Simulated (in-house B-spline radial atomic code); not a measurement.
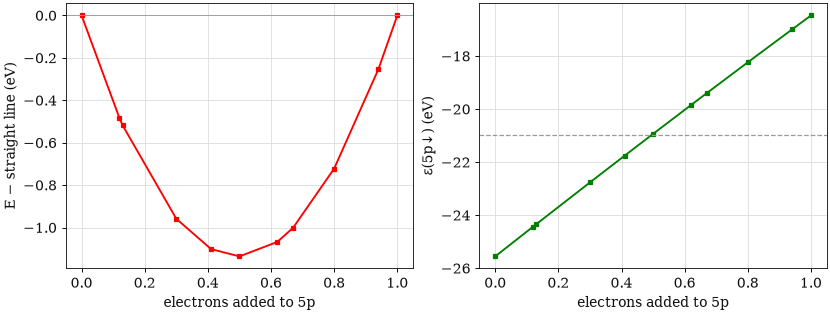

Method: non-relativistic BLYP, spin-polarised, spherical fractional occupations, point nucleus, basis-set limit; computed with an in-house B-spline radial code. The occupation of the 5p shell is varied from Xe²⁺ ([Kr] 4d10 5s2 5p4 (high spin)) to Xe⁺ ([Kr] 4d10 5s2 5p5 (high spin)), with spherical fractional occupations. The plot shows the total energy less the straight line between the end points, and the eigenvalue of 5p↓ (the dashed line is minus the energy to take the whole electron out).

### What does the shape say about the method?

The curve is convex (below the straight line), with the largest deviation among the points computed, −1.14 eV, at 0.5. The end points differ by 21.0 eV, the energy to take the electron out. The eigenvalue, which is the slope of the energy (Janak's theorem), moves from −25.6 eV at 0 to −16.5 eV at 1; for a straight line it would stay constant, and a parabola would sag by an eighth of this change, scaled to a whole electron, 1.14 eV. Convexity is the mark of the delocalisation error, which puts fractional charges too low; for p, d and f shells the spherical spreading of the fraction adds to it.
